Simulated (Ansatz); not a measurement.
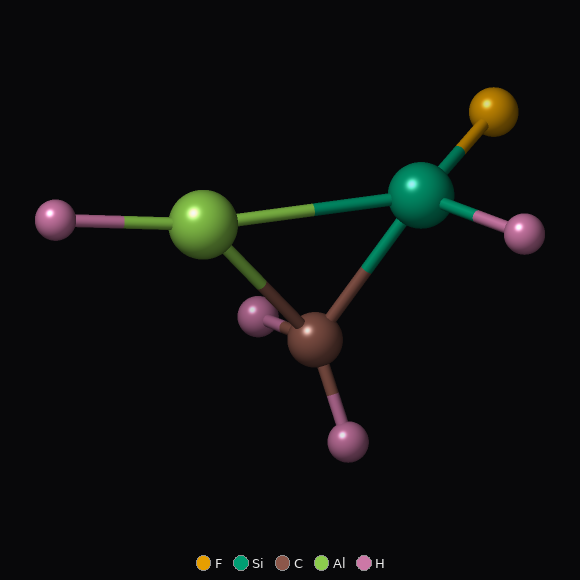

A ball-and-stick model of a molecule.

Computed geometry: PBE0-D4/def2-TZVP optimisation.

Description:

It has 8 atoms: 1 carbon, 4 hydrogen, 1 aluminium, 1 fluorine and 1 silicon (CH₄AlFSi). SMILES: `F[Si@@H]1[CH2][AlH]1`. Among its groups: Si–H bond. This geometry has C1 symmetry. Coordination, clear cases only: 1 Al T-shaped.

The parts below concern this one geometry. Atoms keep their numbers from picture to picture.

Shape

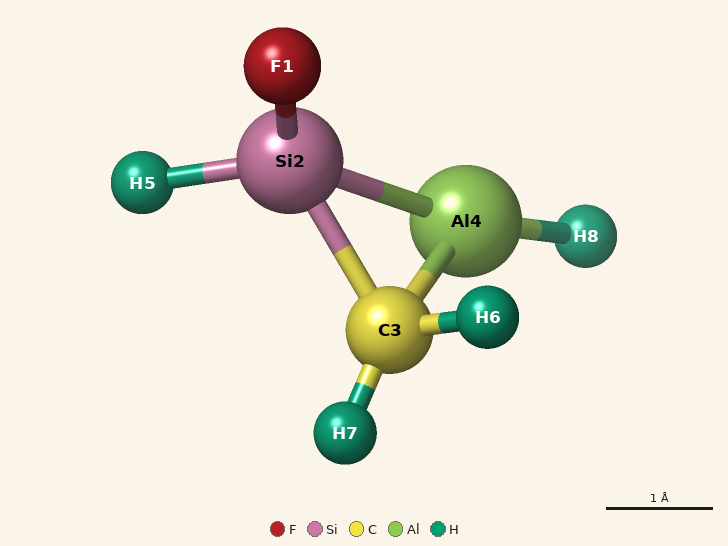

Numbered structure.

List the bonds and their lengths.

```json
{"bond": "F1–Si2", "length (Å)": "1.606"}
{"bond": "Si2–C3", "length (Å)": "1.868"}
{"bond": "Si2–Al4", "length (Å)": "2.321"}
{"bond": "Si2–H5", "length (Å)": "1.487"}
{"bond": "C3–Al4", "length (Å)": "1.972"}
{"bond": "C3–H6", "length (Å)": "1.110"}
{"bond": "C3–H7", "length (Å)": "1.088"}
{"bond": "Al4–H8", "length (Å)": "1.583"}
```

Thermal motion

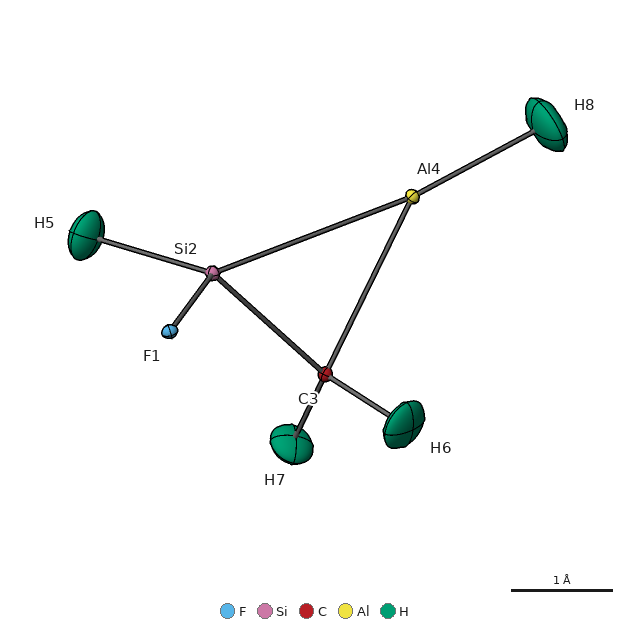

Displacement ellipsoids at the 50 % level, from the internal vibrations of the free molecule (harmonic, no overall translation or rotation; no half-axis is drawn under 0.075 Å). Vibrations computed with RKS PBE0-D4/def2-TZVP (Ansatz 0.2.0). Temperature: 100 K.

Which atom has the largest mean-square displacement?

Answer. H8, with U_eq = 0.0311 Å².

Does H6 move more along its bond or across it?

Answer. Across it: the root-mean-square amplitude is 0.079 Å along the bond and up to 0.181 Å across, since bending and torsion are softer than stretching.

Give the displacement parameters, one line for each set of equivalent atoms.

| atom | U_eq (Å²) | rms amplitudes (Å) |
| --- | --- | --- |
| F1 | 0.0017 | 0.026, 0.039, 0.053 |
| Si2 | 0.0011 | 0.024, 0.033, 0.042 |
| C3 | 0.0017 | 0.033, 0.041, 0.048 |
| Al4 | 0.00073 | 0.019, 0.024, 0.035 |
| H5 | 0.0195 | 0.093, 0.149, 0.166 |
| H6 | 0.0221 | 0.078, 0.166, 0.181 |
| H7 | 0.0177 | 0.082, 0.144, 0.159 |
| H8 | 0.0311 | 0.097, 0.184, 0.223 |

Charges

The questions are on Mulliken charges. Properties computed with RKS PBE-D4/def2-TZVPP (Ansatz 0.2.0).

Give the Mulliken charges atom by atom.

```
atom  value (e)
  F1      −0.28
 Si2       0.38
  C3      −0.33
 Al4       0.19
  H5      −0.09
  H6       0.12
  H7       0.09
  H8      −0.07
```

Vibrations

Harmonic vibrations computed with RKS PBE0-D4/def2-TZVP (Ansatz 0.2.0) at a stationary point of the same level.

List the wavenumbers.

Answer. 18 modes: 165, 211, 325, 391, 423, 446, 553, 623, 748, 791, 834, 859, 911, 1349, 1929, 2211, 2947, 3149 cm⁻¹.

Mulliken values depend strongly on the basis set and can even reverse the polarity of a bond.
